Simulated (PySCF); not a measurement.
## Electronic structure of C5H10O2Si (SMILES [SiH3]O[C@H]1C=COCC1) in real space

```yaml
atoms:
  - { symbol: Si, position_ang: [2.8609, -0.3033, 0.2454] }
  - { symbol: O, position_ang: [1.5309, 0.5676, -0.0445] }
  - { symbol: C, position_ang: [0.2077, 0.3749, 0.3657] }
  - { symbol: C, position_ang: [-0.6241, 1.5362, -0.1050] }
  - { symbol: C, position_ang: [-1.8531, 1.3701, -0.5754] }
  - { symbol: O, position_ang: [-2.5334, 0.1997, -0.6308] }
  - { symbol: C, position_ang: [-1.8988, -0.8991, -0.0028] }
  - { symbol: C, position_ang: [-0.3906, -0.9080, -0.2193] }
  - { symbol: H, position_ang: [2.8077, -1.6275, -0.3850] }
  - { symbol: H, position_ang: [3.0543, -0.5101, 1.6854] }
  - { symbol: H, position_ang: [3.8490, 0.5759, -0.3551] }
  - { symbol: H, position_ang: [0.1909, 0.3177, 1.4678] }
  - { symbol: H, position_ang: [-0.1577, 2.5050, -0.1002] }
  - { symbol: H, position_ang: [-2.4522, 2.1812, -0.9630] }
  - { symbol: H, position_ang: [-2.1183, -0.8661, 1.0740] }
  - { symbol: H, position_ang: [-2.3626, -1.7921, -0.4284] }
  - { symbol: H, position_ang: [0.0510, -1.7880, 0.2478] }
  - { symbol: H, position_ang: [-0.1704, -0.9279, -1.2884] }
```

Geometry: GFN2-xTB.

These are results of PBE0/pcSseg-1, SCF density, gas phase, non-relativistic (PySCF), not measurements.

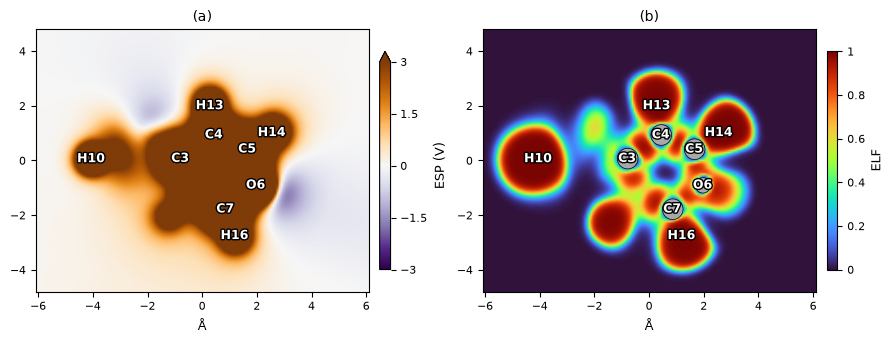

Figure 1. (a) electrostatic potential; (b) ELF on the plane of atoms C4, C5 and O6. Grey discs cover the atomic cores in the ELF map.

> What do the fields say about this system?

- Atoms in the plane: C, O and H.
- C–C (1.33 Å): the ELF peaks at about 0.95 between the atoms (a short, multiple covalent bond).
- C–O (1.35 Å): the ELF peaks at about 0.90 between the atoms; a shared but strongly polarised pair.
- C–H (1.08 Å): the ELF climbs to about 1 towards the hydrogen, as it does in any bond to H (a covalent bond by its length).
- C–O (1.42 Å): the ELF peaks at about 0.90 between the atoms; a shared but strongly polarised pair.
- C–C (1.50 Å): the ELF peaks at about 0.95 between the atoms; a covalent bond.
- The ELF also peaks beside O6, away from the bonds: lone-pair regions.
- Outside the dense part of the molecule the potential is most negative (−1.6 V) near O6.

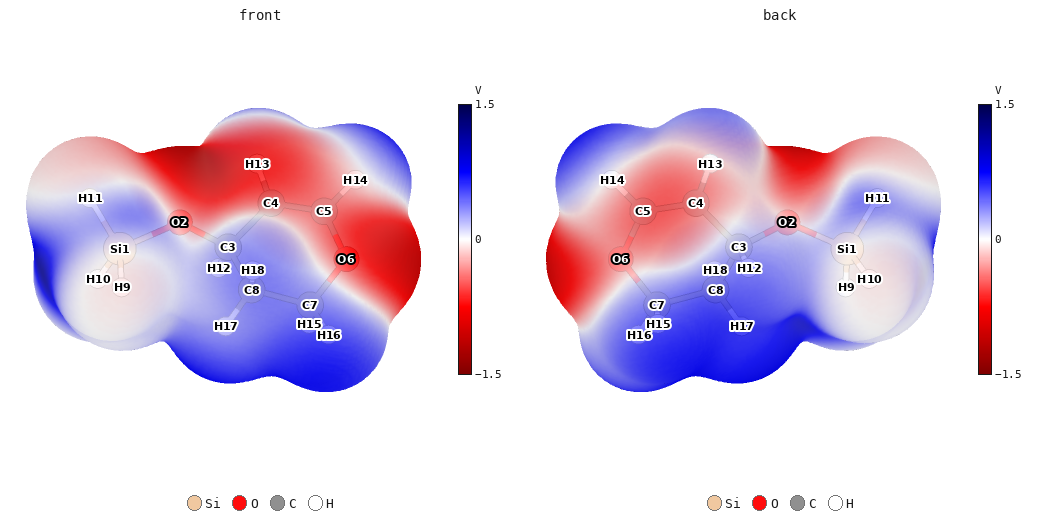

Figure 2. The molecular electrostatic potential painted on the density surface at 0.001 e/bohr³, seen from the front and from behind; red is negative and blue positive.

> Which sites attract a positive test charge, and which a negative one?

A positive charge is drawn to the negative regions and a negative charge to the positive ones. The most negative region (about −1.2 V) lies over O2, the most positive (about +1.0 V) over Si1. O2 is the likeliest acceptor of a hydrogen bond.
